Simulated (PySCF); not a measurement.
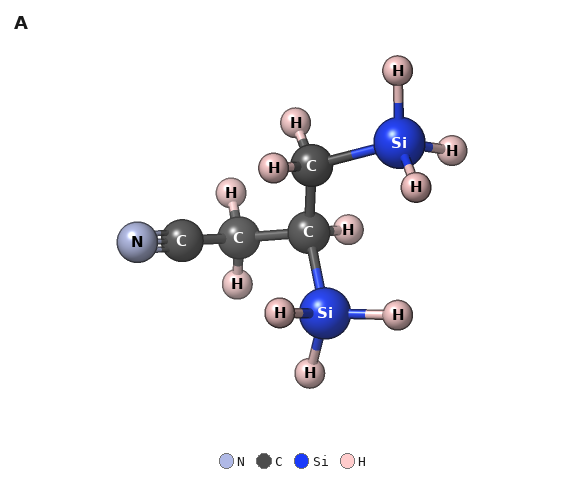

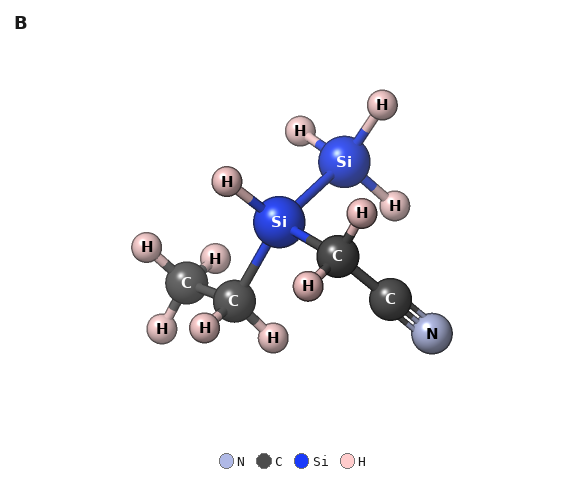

2 stationary structures of one formula. Geometries: GFN2-xTB. Electronic energies: PBE0/pcSseg-1 (PySCF 2.14.0), without zero-point energy. No frequency run is at hand to confirm each as a minimum. Each is one conformer, not always the lowest.

**Which structure is the most stable?**

B is lowest; A lies 66.3 kJ/mol above it. A is `N#CC[C@H]([SiH3])C[SiH3]`, B is `CC[Si@H]([SiH3])CC#N`.

The geometry is semi-empirical. Around Si such bond lengths and angles can be off by a tenth of an ångström or more and by several degrees, and values that hang on the shape move with them.
